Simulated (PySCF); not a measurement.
Molecule: SMILES C[SiH2]C#C[SiH](Cl)Cl, singlet. Atoms near the plane z = 1.5 Å, at the B3LYP/def2-SVP optimised geometry (x, y, z in Å): Si6 (-0.5, -0.7, 0.0), C7 (-1.2, -1.7, 1.5), H9 (1.0, -0.7, 0.0), H10 (-1.0, 0.7, 0.0), H11 (-0.8, -1.2, 2.4), H12 (-0.8, -2.7, 1.5), H13 (-2.3, -1.7, 1.5).

Computed with B3LYP/def2-TZVP in PySCF. Cells within 0.4 Å of a nucleus heavier than hydrogen are left out (blank, or x). The values are rescaled to run from 0 to 1.

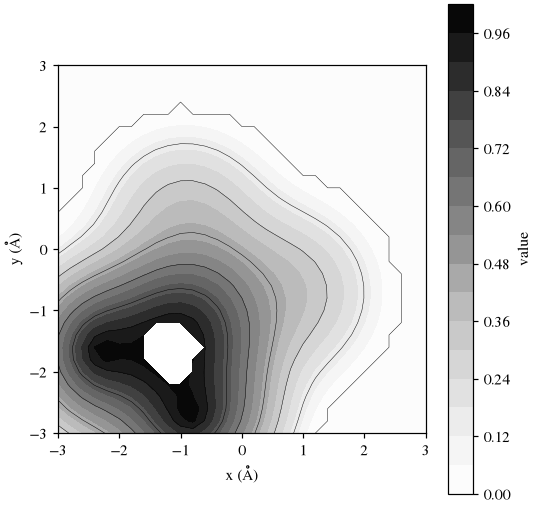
*a field on the plane z = 1.5 Å.*

Problem. Which quantity is mapped?
(A) electron localisation function
(B) electrostatic potential
(C) Laplacian of the electron density
(D) log10 of the electron density

Solution. D, log10 of the electron density. In full: log10 of the electron density (e/bohr³), floored at −4.
